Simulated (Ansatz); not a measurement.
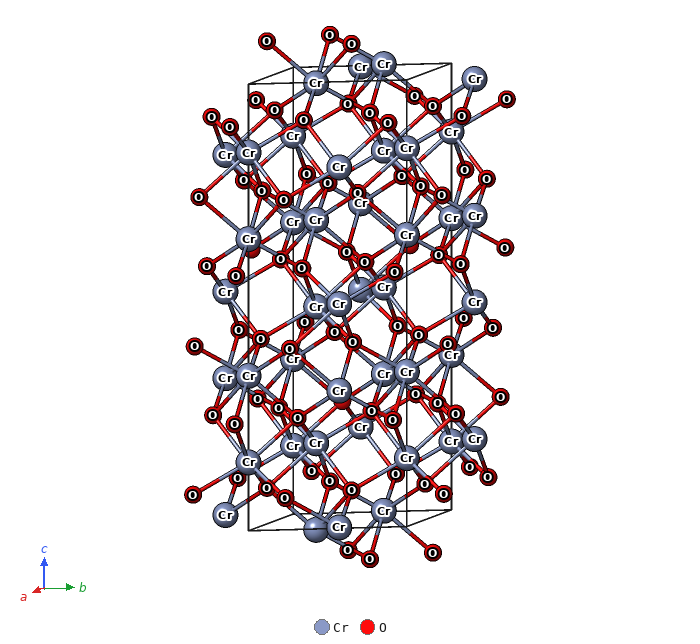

The compound is Cr₂O₃ (space group R-3c, No. 167), taken as the input geometry of an electronic-structure calculation (not necessarily at equilibrium).

Bonds are taken as Cr–O below 2.2 Å. Atoms with one bond or none are removed and atoms with two bonds are replaced by edges, until no such atom is left.

Q: What kind of net remains, and which atoms are its nodes?

A: A binodal (4,6)-connected, three-periodic net: O is a 4-connected node; Cr is a 6-connected node, in the ratio 3:2.

Q: Does the net have a name?

A: It is the cor net, known from corundum.

Q: Is the net interpenetrated?

A: It is a single net, without interpenetration.

Q: Give the point symbol of each node (shortest cycle at each angle).

A: O: 4³·6³; Cr: 4⁶·6⁹.
